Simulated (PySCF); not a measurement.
# WNCl2: doublet, from a trigonal planar start

Aim: relax WNCl2 as a doublet from a trigonal planar start, check by its vibrations whether the end is a minimum, and collect its spectrum and constants.

Method: PBE0, basis W def2-TZVP with ECP60, N def2-TZVP, Cl def2-TZVP, scalar-relativistic core potentials, no spin–orbit coupling, density fitting; program: PySCF 2.14.0.

## (1) The starting structure

4 atoms, charge 0, spin multiplicity 2.

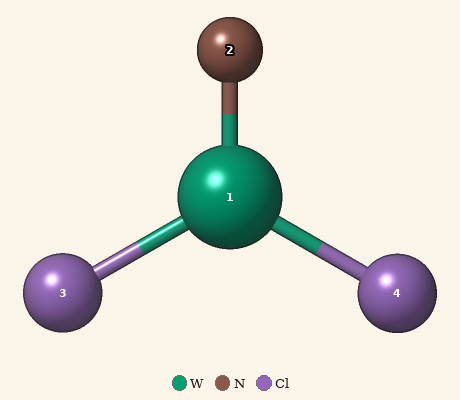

The starting geometry (tungsten teal, nitrogen brown, chlorine purple); atoms are numbered from 1 in the order of the file.

```xyz
4
charge 0 multiplicity 2
W    -0.2140    0.0000    0.0000
N    -2.0139    0.0000    0.0000
Cl    0.9660   -2.0438    0.0000
Cl    0.9660    2.0438    0.0000
```

## (2) Finding the electronic state

One driver script runs all steps and calls PySCF; scf.py shows how it sets up the SCF of each step. The optimiser is the driver's own. After this first run the driver tries any further starts and a stability analysis.

Contents of scf.py:

```python
from pyscf import gto, scf, dft
mol = gto.M(atom='''
W     -0.213970    -0.000000     0.000000
N     -2.013930     0.000020     0.000000
Cl     0.966030    -2.043820     0.000000
Cl     0.966010     2.043810     0.000000''',
    basis={'W': 'def2-TZVP', 'N': 'def2-TZVP', 'Cl': 'def2-TZVP'},
    ecp={'W': 'def2-TZVP'},
    charge=0, spin=1)
mf = dft.UKS(mol, xc='PBE0')
mf.grids.atom_grid = (50, 194)
aux = {'W': 'def2-universal-JKFIT', 'N': 'def2-universal-JKFIT', 'Cl': 'def2-universal-JKFIT'}
mf = mf.density_fit(auxbasis=aux)
mf.conv_tol = 1e-08
mf.diis_space = 10
mf.max_cycle = 60
mf.init_guess = 'minao'
mf.verbose = 4
mf.kernel()
```

Command:

```sh
$ OMP_NUM_THREADS=4 python axn.py task.json out
```

What it wrote:

```text
init E= -1022.10579144662
[... the frontier-level lines of each cycle are left out ...]
cycle= 1 E= -1041.548806914  delta_E= -19.4  |g|= 0.943  |ddm|=  5.6
cycle= 2 E= -1034.63782984744  delta_E= 6.91  |g|= 3.38  |ddm|= 2.62
cycle= 3 E= -1041.95598198189  delta_E= -7.32  |g|= 0.181  |ddm|= 2.26
cycle= 4 E= -1041.96634815248  delta_E= -0.0104  |g|= 0.0949  |ddm|= 0.201
cycle= 5 E= -1041.97007390994  delta_E= -0.00373  |g|= 0.0209  |ddm|= 0.0721
cycle= 6 E= -1041.9701197273  delta_E= -4.58e-05  |g|= 0.0252  |ddm|= 0.0299
cycle= 7 E= -1041.97050615849  delta_E= -0.000386  |g|= 0.00509  |ddm|= 0.0198
cycle= 8 E= -1041.97059431792  delta_E= -8.82e-05  |g|= 0.00364  |ddm|= 0.0112
cycle= 9 E= -1041.97068198327  delta_E= -8.77e-05  |g|= 0.00266  |ddm|= 0.0147
cycle= 10 E= -1041.97075851973  delta_E= -7.65e-05  |g|= 0.00132  |ddm|= 0.0248
cycle= 11 E= -1041.9707642481  delta_E= -5.73e-06  |g|= 0.000432  |ddm|= 0.00595
cycle= 12 E= -1041.97076510078  delta_E= -8.53e-07  |g|= 0.000215  |ddm|= 0.00212
cycle= 13 E= -1041.97076523004  delta_E= -1.29e-07  |g|= 7.47e-05  |ddm|= 0.000756
cycle= 14 E= -1041.97076525373  delta_E= -2.37e-08  |g|= 3.92e-05  |ddm|= 0.000323
cycle= 15 E= -1041.97076525768  delta_E= -3.95e-09  |g|= 1.33e-05  |ddm|= 0.000125
Extra cycle  E= -1041.97076525796  delta_E= -2.82e-10  |g|= 2.18e-05  |ddm|= 3.29e-05
converged SCF energy = -1041.97076525796  <S^2> = 0.79797313  2S+1 = 2.0474112
```

This step, with its further starts and checks, ran for 25 s (4 threads of Arm Neoverse V1, shared host).

The starts that the driver tried:

```csv
start,energy (Eh)
the minimal-basis guess,-1041.970765
a thermally smeared density,-1041.970765
a smeared PBE density,-1041.970765
```

The test of internal stability and the other starts found no lower solution of this spin.

## (3) Trigonal planar start, doublet: relaxation

The program finds C2v symmetry in the start, which this walk keeps.

Edit scf.py of step 2 so:

```diff
@@ -3,4 +3,4 @@
-W     -0.213970    -0.000000     0.000000
-N     -2.013930     0.000020     0.000000
-Cl     0.966030    -2.043820     0.000000
-Cl     0.966010     2.043810     0.000000''',
+W     -0.213970     0.000000     0.000000
+N     -2.013930     0.000001     0.000000
+Cl     0.966019    -2.043816     0.000000
+Cl     0.966021     2.043814     0.000000''',
@@ -17 +16,0 @@
-mf.init_guess = 'minao'
```

Energy and gradient, step by step:

```csv
step,energy (Eh),change (kJ/mol),largest symmetric gradient (Eh/bohr)
0,-1041.970765,0.00,0.12719
1,-1041.996746,-68.21,0.04136
2,-1042.000559,-78.22,0.01156
3,-1042.003551,-86.08,0.00257
4,-1042.003805,-86.75,0.00175
5,-1042.003809,-86.76,0.00053
6,-1042.003810,-86.76,0.00001
```

The walk took 26 s.

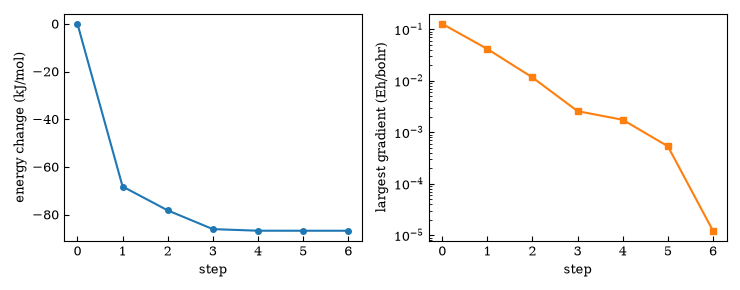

How energy and gradient fall.

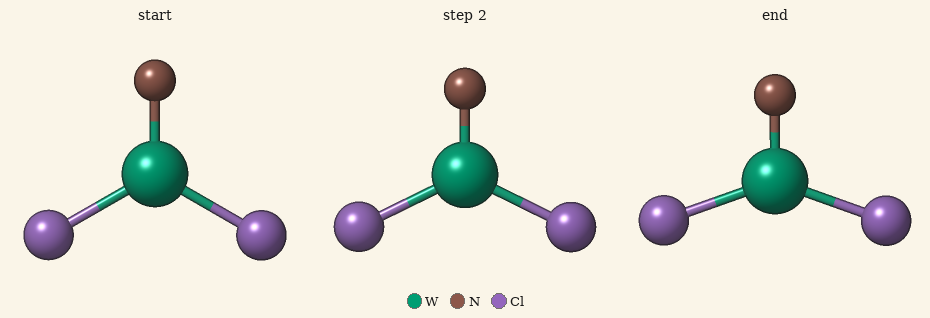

Start and end of the relaxation, with a step between.

It settles in C2v symmetry, 86.8 kJ/mol below the start, after 6 steps: W–Cl 2.266 Å (×2), W–N 1.655 Å; Cl–W–Cl 140.7°, Cl–W–N 109.6° (×2).

## (4) Hessian and properties

On the finer grid the gradient is checked again; gradients at displacements of ±0.02 bohr then give force constants and infrared intensities.

Edit scf.py of step 3 so:

```diff
@@ -3,4 +3,4 @@
-W     -0.213970     0.000000     0.000000
-N     -2.013930     0.000001     0.000000
-Cl     0.966019    -2.043816     0.000000
-Cl     0.966021     2.043814     0.000000''',
+W     -0.110369     0.000000     0.000000
+N     -1.764794     0.000001     0.000000
+Cl     0.647225    -2.135443     0.000000
+Cl     0.647228     2.135442     0.000000''',
@@ -11 +11 @@
-mf.grids.atom_grid = (50, 194)
+mf.grids.atom_grid = (75, 302)
@@ -14 +14 @@
-mf.conv_tol = 1e-08
+mf.conv_tol = 1e-10
```

This SCF starts from the last density.

SCF at the final geometry:

```text
init E= -1042.00367223767
[... the frontier-level lines of each cycle are left out ...]
cycle= 1 E= -1042.00367223765  delta_E= 2.41e-11  |g|= 7.66e-06  |ddm|= 8.83e-06
Extra cycle  E= -1042.0036722375  delta_E= 1.42e-10  |g|= 1.89e-05  |ddm|= 1.73e-05
converged SCF energy = -1042.0036722375  <S^2> = 0.76403672  2S+1 = 2.0139878
```

The whole step took 93 s.

Geometry: C2v; W–Cl 2.266 Å (×2), W–N 1.654 Å; Cl–W–Cl 140.9°, Cl–W–N 109.5° (×2).

Modes, for the most abundant isotopes:

| symmetry | ω (cm⁻¹) | IR (km/mol) | type |
| --- | --- | --- | --- |
| b1 | 44i | 16.8 | bend |
| a1 | 112 | 0.4 | bend |
| b2 | 268 | 0.4 | bend |
| a1 | 395 | 11.5 | stretch |
| b2 | 430 | 106 | stretch |
| a1 | 1155 | 64.2 | stretch |

1 mode is imaginary, the largest at 44i cm⁻¹: a saddle point, not a minimum.

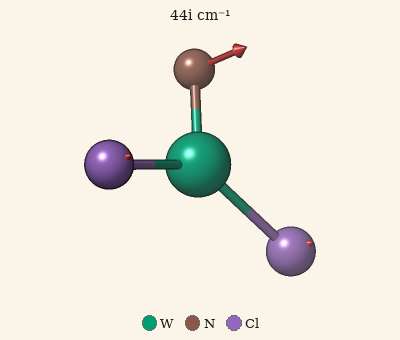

The imaginary mode, as arrows.

Properties at this point:

| Item | Value |
| --- | --- |
| Dipole moment | 2.21 D |
| Highest occupied level | -7.90 eV |
| Lowest empty level | -4.14 eV |
| Rotational constants | 0.2243, 0.05286, 0.04278 cm⁻¹ |
| Zero-point energy (real modes) | 14.1 kJ/mol |
| Principal polarisabilities | 50.7, 66.0, 85.5 bohr³ |
| Atomisation energy without zero-point energy | 1457 kJ/mol |
| Principal traceless quadrupole moments about the centre of mass | -4.84, -1.86, 6.70 D Å |
| Spin squared ⟨S²⟩ | 0.764 |

Populations by atom (charges in e):

| atom | Mulliken | Löwdin | polar tensor | spin (Mulliken) | Mayer order to W1 |
| --- | --- | --- | --- | --- | --- |
| W1 | 0.96 | 0.14 | 1.52 | 1.21 | – |
| N2 | -0.34 | -0.28 | -0.53 | -0.15 | 2.88 |
| Cl3,4 | -0.31 | 0.07 | -0.49 | -0.03 | 1.11 |

Mulliken populations on W1 (outside its core potential): s 2.60, p 6.32, d 4.04, f 0.09.

## (5) Following the imaginary mode

The start is the last point, displaced along its most imaginary mode.

The program finds Cs symmetry in the start, which this walk keeps.

Edit scf.py of step 4 so:

```diff
@@ -3,4 +3,4 @@
-W     -0.110369     0.000000     0.000000
-N     -1.764794     0.000001     0.000000
-Cl     0.647225    -2.135443     0.000000
-Cl     0.647228     2.135442     0.000000''',
+W     -0.111304     0.000000    -0.060591
+N     -1.765729     0.000001     0.250000
+Cl     0.646290    -2.135443     0.109311
+Cl     0.646292     2.135442     0.109311''',
@@ -11 +11 @@
-mf.grids.atom_grid = (75, 302)
+mf.grids.atom_grid = (50, 194)
@@ -14 +14 @@
-mf.conv_tol = 1e-10
+mf.conv_tol = 1e-08
```

Energy and gradient, step by step:

```csv
step,energy (Eh),change (kJ/mol),largest symmetric gradient (Eh/bohr)
0,-1042.002829,0.00,0.03377
1,-1042.003787,-2.52,0.01266
2,-1042.003913,-2.85,0.00116
3,-1042.003922,-2.87,0.00110
4,-1042.003946,-2.93,0.00165
5,-1042.003959,-2.97,0.00207
6,-1042.003969,-2.99,0.00028
7,-1042.003969,-2.99,0.00014
```

The walk took 34 s.

Geometry (Å) and forces (eV/Å) at some steps:

```
step 0
W   -0.111   0.000  -0.061  -1.721   0.000   0.371
N   -1.766   0.000   0.250   1.737   0.000  -0.333
Cl   0.646  -2.135   0.109  -0.008   0.198  -0.019
Cl   0.646   2.135   0.109  -0.008  -0.198  -0.019
step 1
W   -0.127   0.000  -0.040   0.611   0.000  -0.131
N   -1.747   0.000   0.241  -0.650   0.000   0.122
Cl   0.645  -2.125   0.103   0.020  -0.003   0.005
Cl   0.645   2.125   0.103   0.020   0.003   0.005
step 4
W   -0.139   0.000  -0.091  -0.086   0.000   0.012
N   -1.757   0.000   0.257   0.073   0.000  -0.008
Cl   0.655  -2.111   0.121   0.006   0.025  -0.002
Cl   0.655   2.111   0.121   0.006  -0.025  -0.002
step 7
W   -0.157   0.000  -0.135  -0.005   0.000   0.003
N   -1.760   0.000   0.271   0.008   0.000   0.006
Cl   0.666  -2.090   0.136  -0.002   0.003  -0.004
Cl   0.666   2.090   0.136  -0.002  -0.003  -0.004
```

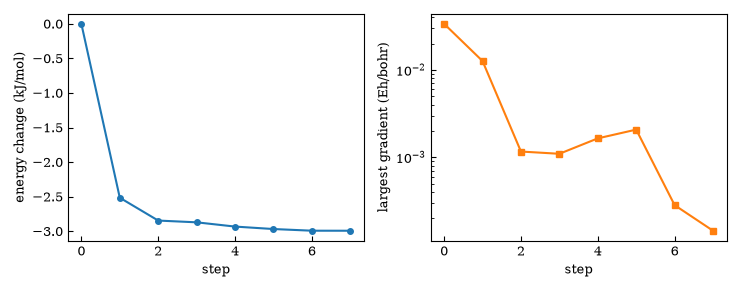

How energy and gradient fall.

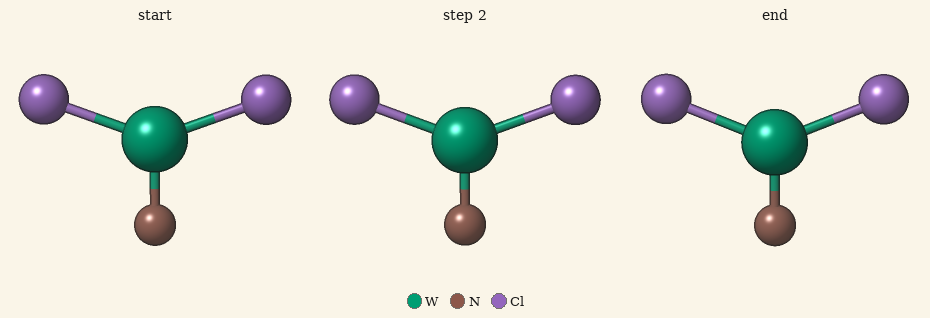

Start and end of the relaxation, with a step between.

It settles in Cs symmetry, 3.0 kJ/mol below the start, after 7 steps: W–Cl 2.263 Å (×2), W–N 1.654 Å; Cl–W–Cl 135.0°, Cl–W–N 108.9° (×2).

## (6) Vibrations and properties at this point

The same treatment as at the point before.

Edit scf.py of step 5 so:

```diff
@@ -3,4 +3,4 @@
-W     -0.111304     0.000000    -0.060591
-N     -1.765729     0.000001     0.250000
-Cl     0.646290    -2.135443     0.109311
-Cl     0.646292     2.135442     0.109311''',
+W     -0.135232     0.000000    -0.105280
+N     -1.734464     0.000001     0.317961
+Cl     0.693942    -2.084611     0.184142
+Cl     0.693944     2.084610     0.184142''',
@@ -11 +11 @@
-mf.grids.atom_grid = (50, 194)
+mf.grids.atom_grid = (75, 302)
@@ -14 +14 @@
-mf.conv_tol = 1e-08
+mf.conv_tol = 1e-10
```

Log of the central SCF (cycles and frontier levels):

```text
init E= -1042.0040603111
[... the frontier-level lines of each cycle are left out ...]
cycle= 1 E= -1042.00406031109  delta_E= 5.68e-12  |g|= 4.14e-06  |ddm|= 3.24e-06
Extra cycle  E= -1042.00406031101  delta_E= 8.37e-11  |g|= 1.51e-05  |ddm|= 9.49e-06
converged SCF energy = -1042.00406031101  <S^2> = 0.7631392  2S+1 = 2.0130963
```

The whole step ran for 1.8 min (4 threads of Arm Neoverse V1, shared host).

Geometry: Cs; W–Cl 2.262 Å (×2), W–N 1.654 Å; Cl–W–Cl 134.3°, Cl–W–N 108.8° (×2).

Modes, for the most abundant isotopes:

```json
{"symmetry": "a'", "ω (cm⁻¹)": "56", "IR (km/mol)": "11.2", "type": "bend"}
{"symmetry": "a'", "ω (cm⁻¹)": "130", "IR (km/mol)": "4.4", "type": "bend"}
{"symmetry": "a''", "ω (cm⁻¹)": "270", "IR (km/mol)": "0.0", "type": "bend"}
{"symmetry": "a'", "ω (cm⁻¹)": "398", "IR (km/mol)": "15.3", "type": "stretch"}
{"symmetry": "a''", "ω (cm⁻¹)": "428", "IR (km/mol)": "98.4", "type": "stretch"}
{"symmetry": "a'", "ω (cm⁻¹)": "1156", "IR (km/mol)": "62.7", "type": "stretch"}
```

Every mode is real; the point is a minimum.

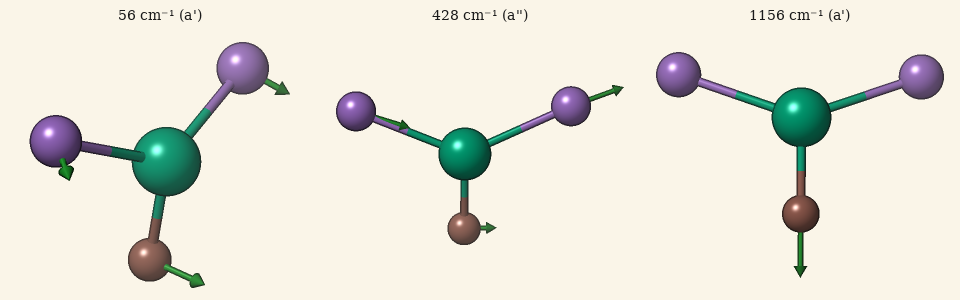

How the atoms move in 3 of the modes.

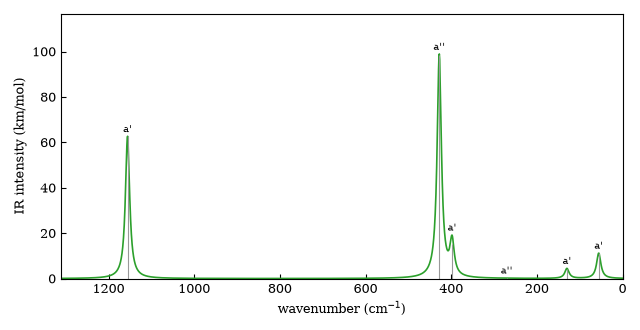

The harmonic infrared spectrum (widths in cm⁻¹). Lines are broadened to a width of 12 cm⁻¹ (Lorentzian).

Constants and moments:

```yaml
Dipole_moment: 2.41 D
Highest_occupied_level: -7.74 eV
Lowest_empty_level: -4.00 eV
Rotational_constants: 0.1984, 0.05446, 0.04398 cm⁻¹
Zero-point_energy: 14.6 kJ/mol
Principal_polarisabilities: 52.5, 66.7, 83.1 bohr³
Atomisation_energy_without_zero-point_energy: 1458 kJ/mol
Principal_traceless_quadrupole_moments_about_the_centre_of_mass: -4.99, -1.38, 6.37 D Å
Entropy_at_298.15_K_and_1_bar_electronic_part_spin_only: 346.1 J/(mol K)
Heat_capacity_Cp_at_298.15_K: 69.9 J/(mol K)
Enthalpy_at_298.15_K_above_0_K: 16.68 kJ/mol
Rotational_symmetry_number: 1
Spin_squared_⟨S²⟩: 0.763
```

Populations by atom (charges in e):

```
 atom  Mulliken  Löwdin  polar tensor  spin (Mulliken)  Mayer order to W1
   W1      0.95    0.13          1.49             1.20                  –
   N2     -0.34   -0.28         -0.53            -0.15               2.89
Cl3,4     -0.31    0.08         -0.48            -0.02               1.12
```

Outer orbital energies (eV). α occupied: -10.89, -10.78, -10.49, -10.30, -9.73, -9.12, -8.70, -7.74; empty: -4.00, -2.25, -0.79, -0.42. β occupied: -11.73, -10.83, -10.71, -10.40, -10.29, -9.66, -8.98, -8.76; empty: -3.72, -3.53, -1.68, -0.54.

Mulliken populations on W1 (outside its core potential): s 2.60, p 6.31, d 4.06, f 0.09.

## (7) The points found, side by side

| spin | group | bonds | imaginary modes (cm⁻¹) | ΔE (kJ/mol) | with zero-point energy |
| --- | --- | --- | --- | --- | --- |
| doublet | Cs | W–Cl 2.262 Å (×2), W–N 1.654 Å | none | 0.0 | 0.0 |
| doublet | C2v | W–Cl 2.266 Å (×2), W–N 1.654 Å | 44i | 1.0 | – |

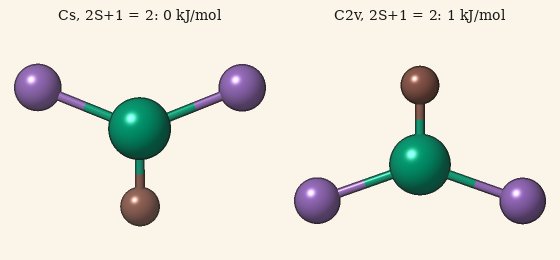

The points, lowest first (tungsten teal, nitrogen brown, chlorine purple).

## (8) Outcome

| quantity | value |
| --- | --- |
| minimum | doublet, Cs |
| geometry | W–Cl 2.262 Å (×2), W–N 1.654 Å; Cl–W–Cl 134.3°, Cl–W–N 108.8° (×2) |
| wavenumbers (cm⁻¹) | 56 (a'), 130 (a'), 270 (a''), 398 (a'), 428 (a''), 1156 (a') |
| dipole moment | 2.41 D |
| highest occupied, lowest empty level (either spin) | -7.74, -4.00 eV |
| polar-tensor charge of W1 | +1.49 e |
| zero-point energy | 14.6 kJ/mol |
| entropy at 298.15 K | 346.1 J/(mol K) |
| atomisation energy (no zero-point energy) | 1458 kJ/mol |
| ⟨S²⟩ | 0.763 |

From C2v at the start the molecule goes to a Cs minimum, after a stop at a saddle point 1.0 kJ/mol higher, from which it was pushed off along an imaginary mode. In the infrared the band at 428 cm⁻¹ (a'', stretch) leads. Most of the spin sits on W1 (Mulliken spin 1.20, against 1 for the whole molecule). Only this shape and spin were tried, so other structures or states may lie lower. One determinant may miss the lowest occupation of an open d or f shell. Spin–orbit coupling, left out here, can matter for elements this heavy.

The search up to here took 4.8 min.
